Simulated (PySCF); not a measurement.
Input file:

```
{"job": {"kind": "nmr", "xc": "PBE0", "basis": "pcSseg-1"}, "charge": 0, "multiplicity": 1}
C     -2.240608     1.913144     0.600274
N     -1.276949     1.072499    -0.067077
Si    -1.524523    -0.607552    -0.360643
Si    -2.003994    -1.622089     1.641790
O     -0.123839    -1.148895    -0.995326
Si     1.377661    -1.741634    -0.952361
C      2.614871    -0.336195    -0.752693
C      2.285646     0.860658     0.096412
C      2.348129     1.001437    -1.386939
H     -2.726189     1.335735     1.385709
H     -1.741139     2.771305     1.054830
H     -3.017526     2.285287    -0.077386
H     -0.744652     1.592145    -0.751284
H     -2.438680    -0.887387    -1.486885
H     -1.487529    -2.991154     1.749633
H     -1.506134    -0.913903     2.830790
H     -3.457508    -1.720771     1.842914
H      1.529357    -2.404322    -2.247555
H      1.478957    -2.667143     0.179677
H      3.656878    -0.635665    -0.739194
H      3.074979     1.302624     0.687711
H      1.314720     0.895574     0.567405
H      3.176643     1.540107    -1.824562
H      1.419694     1.125957    -1.924837
```

Run with:

```sh
OMP_NUM_THREADS=1 python probes_run.py task.json out
```

Geometry: GFN2-xTB.

These are results of PySCF 2.14.0, PBE0/pcSseg-1, SCF density, gas phase, non-relativistic, not measurements.

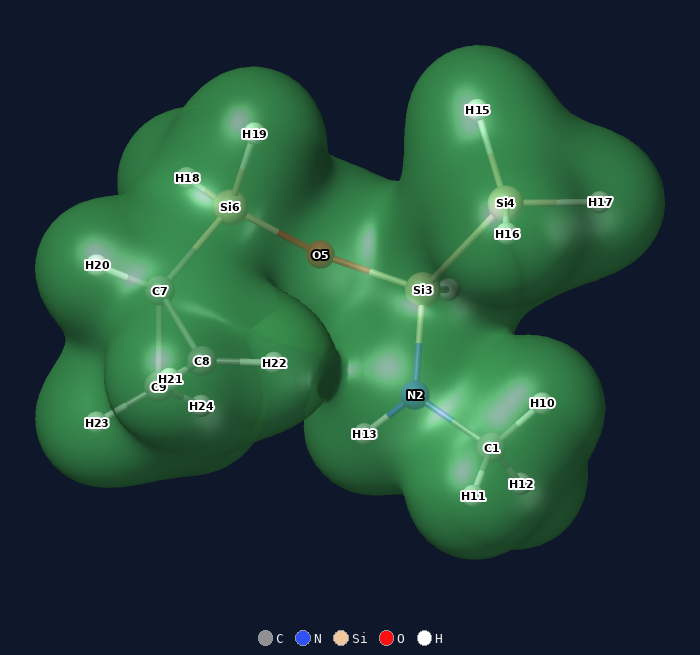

C₄H₁₅NOSi₃. Isosurface of the electron density at 0.05 e/Å³ (green), seen across its widest extent.

### Which contacts does the surface bridge?

At this value the surface is in one piece. It bridges the sampled C–N (1.44 Å), C–C (1.49 Å), Si–O (1.61 Å) and Si–N (1.72 Å) contacts, where the density stays above the isovalue. On the grid the lowest density along these lines, outside the cores, is 1.8 e/Å³ (C–N, 1.44 Å), 1.6 e/Å³ (C–C, 1.49 Å), 0.97 e/Å³ (Si–O, 1.61 Å) and 0.93 e/Å³ (Si–N, 1.72 Å).
